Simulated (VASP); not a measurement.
Band structure of BN (zinc blende). These are revPBE GGA, VASP's PBE PAW potentials (set 64) (plane waves; VASP) values and carry that method's errors.

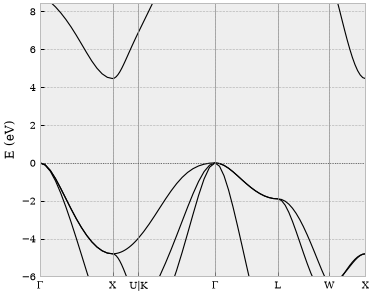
Figure: Bands along high-symmetry lines, zero at the valence-band maximum or, without a gap, the Fermi level

Q: Read the plot: is there a gap, and where are the band edges?

A: The gap is indirect, 4.46 eV, from the valence maximum at Γ to the conduction minimum at X. (Edges off the drawn lines would not show.)

Measured: gap 6.20 eV at 300 K (computed value off by -1.74 eV), as given by arXiv:1206.3780.

The compound is BN in the zinc blende structure. It was relaxed first.
